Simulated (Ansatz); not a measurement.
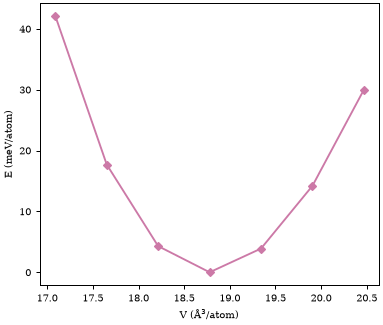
Fig. 1. BiB (CsCl type, Pm-3m) under volume change, DFT-r²SCAN in the program Ansatz with PAW potentials, scaled uniformly.

What does a third-order Birch–Murnaghan fit give for V₀, B₀ and B′?

V₀ = 18.78 Å³/atom, B₀ = 74.0 GPa, B′ = 4.7.

A made-up cell: these elements were put on the sites of a structure type; neither database checked (COD, Materials Project) lists it. Whether it is the stable phase at ambient conditions was not checked. The cell was relaxed with r²SCAN under the symmetry of its start; whether a distortion lowers the energy is not shown. Spin–orbit coupling is left out wherever it is not named.

Potentials: the later of the program's two PAW sets.
